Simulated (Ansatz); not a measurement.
**CH₅ClFInSi: density, localisation and related maps**

The calculation's input:

```
crystal:
  periodic: [false, false, false]
  atoms:
    - symbol: C
      position_ang: [-1.139915, -0.406440, -0.797722]
    - symbol: Cl
      position_ang: [1.679090, 1.684415, 1.278133]
    - symbol: F
      position_ang: [-2.431280, 1.791145, -2.112862]
    - symbol: In
      position_ang: [0.312538, 2.897505, -0.260024]
    - symbol: Si
      position_ang: [-1.708649, 1.366481, -0.707010]
    - symbol: H
      position_ang: [-0.562364, -0.643054, 0.110468]
    - symbol: H
      position_ang: [-0.485855, -0.571657, -1.667058]
    - symbol: H
      position_ang: [-1.994500, -1.096998, -0.866893]
    - symbol: H
      position_ang: [-2.724224, 1.544864, 0.375369]
    - symbol: H
      position_ang: [1.015279, 4.419431, -0.650410]
basis:
  gaussian: {orbitals: def2-SVPD}
hamiltonian: {xc: pbe0}
output: {forces: true, orbitals: {seedname: orbitals}}
```

Command:

```sh
ansatz run input.yaml --threads 2 --pin off --max-ram 4350MiB --events-out events.jsonl --progress --plain --runs-dir runs
```

Geometry: PBE0-D3(BJ)/def2-SVP; core potentials replace the inner electrons of In.

These are results of isolated molecule in a Gaussian basis; Kohn-Sham density functional theory, functional PBE0 (Ansatz 0.2.0), not measurements.

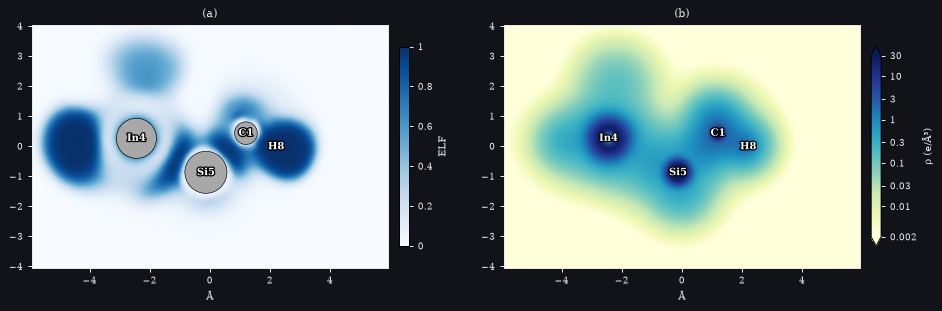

Figure 1. (a) electron localisation function; (b) electron density on the plane of atoms C1, Si5 and In4. Grey discs cover the atomic cores in the ELF map.

### Describe what can be read from this map.

- The plane passes through C, In, Si and H nuclei.
- C–Si (1.86 Å): the density is about 0.98 e/Å³ at the midpoint; the ELF peaks at about 0.95 between the atoms; localised, covalent bonding.
- In–Si (2.57 Å): ρ at the midpoint is about 0.48 e/Å³; the ELF peaks at about 0.95 between the atoms (a shared electron pair).
- C–H (1.10 Å): ρ is about 1.9 e/Å³ halfway; the ELF climbs to about 1 towards the hydrogen, as it does in any bond to H; an ordinary covalent bond to hydrogen.

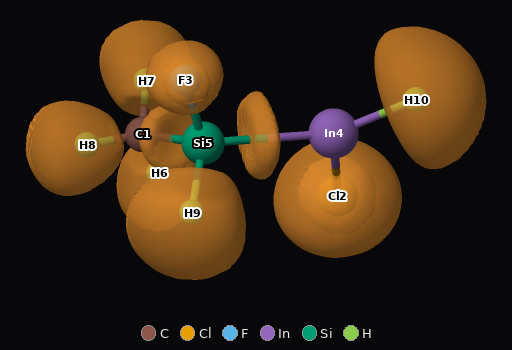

Figure 2. Isosurface of the electron localisation function at 0.8 (orange), seen from one side. Core shells and regions of very low density are left out.

### Where are the electrons localised?

At this value the surface marks out one region between bonded C–Si atoms (shared pairs), one region between bonded In–Si atoms (shared pairs), five regions around hydrogen nuclei, one region wrapped around Cl (its valence shell) and one region wrapped around F (its valence shell).


Si–F (1.64 Å): the ELF peaks at about 0.85 in the valence shell of F, 0.6 Å from its nucleus, and is about 0.50 at the midpoint.

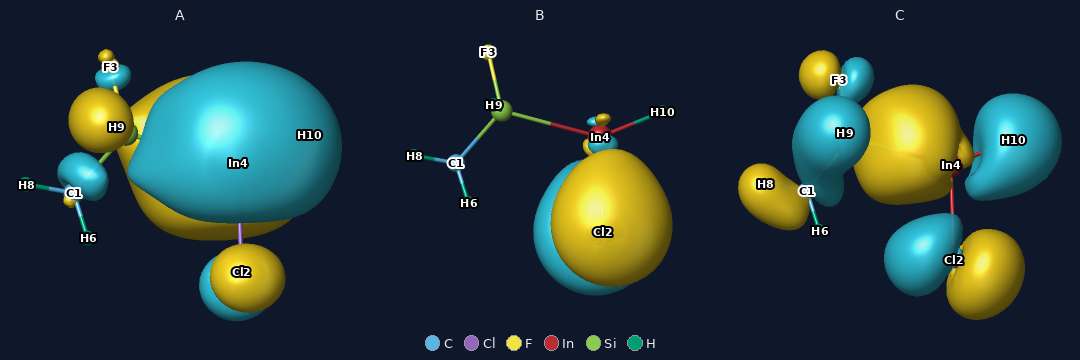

Figure 3. Three frontier orbitals at ±0.06 Å⁻³ᐟ² (yellow and cyan are the two phases), in no order.

### Which picture is the HOMO−1, the HOMO and the LUMO?

B is the HOMO−1 (−8.68 eV). By Hirshfeld shares it lies mainly on Cl2 (about 90 %); largely a lone pair of Cl2. C is the HOMO (−7.64 eV). Its weight (Hirshfeld) is mainly on Cl2 (about 25 %), In4 (about 25 %), Si5 (about 25 %) and H10 (about 10 %). A is the LUMO (−2.30 eV). It lies mainly on In4 (about 70 %), Si5 (about 15 %) and Cl2 (about 5 %).

### What is the HOMO–LUMO gap?

5.34 eV between the orbital energies.
